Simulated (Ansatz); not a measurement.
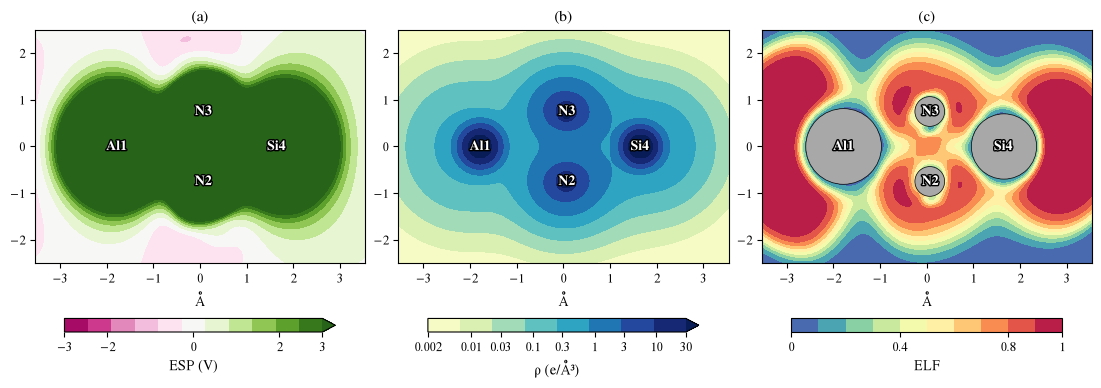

Figure 1: AlN2Si (doublet). (a) electrostatic potential; (b) total electron density; (c) ELF on the molecular plane. Grey discs cover the atomic cores in the ELF map.

Geometry: r2SCAN-D4/def2-SVP.

Theory: Ansatz 0.2.0, isolated molecule in a Gaussian basis; Kohn-Sham density functional theory, functional PBE0.

The calculation's input:

```
crystal:
  periodic: [false, false, false]
  atoms:
    - {symbol: Al, position_ang: [1.440311, -0.444494, 0.550967]}
    - {symbol: N, position_ang: [-0.125106, 0.218548, -0.489376]}
    - {symbol: "N", position_ang: [-0.349333, 0.315388, 0.989367]}
    - {symbol: Si, position_ang: [-1.681592, 0.879478, -0.009128]}
basis:
  gaussian: {orbitals: def2-TZVPD}
magnetization: {spin_polarized: true, initial_magnetization: 1}
output: {forces: true, orbitals: {seedname: orbitals}}
hamiltonian: {xc: {name: PBE0}}
```

Run with:

```sh
ansatz run input.yaml --threads 1 --pin off --max-ram 2610MiB --events-out events.jsonl --progress --plain --runs-dir runs
```

Interpret the plot.

Answer.
- The section cuts through Al, N and Si sites.
- N–N (1.50 Å): ρ is about 1.8 e/Å³ halfway; the ELF peaks at about 0.75 between the atoms; a shared electron pair.
- Si–N (1.76 Å): ρ is about 0.99 e/Å³ halfway; the ELF peaks at about 0.85 between the atoms; a shared but strongly polarised pair.
- Al–N (1.99 Å): ρ is about 0.51 e/Å³ halfway; the ELF peaks at about 0.85 in the valence shell of N, 0.7 Å from its nucleus, and is about 0.45 at the midpoint.
- The ELF also peaks beside N2 and Si4, away from the bonds: non-bonding electrons, paired or unpaired.
- Outside the dense part of the molecule the potential is most negative (−0.8 V) near N2 and N3.
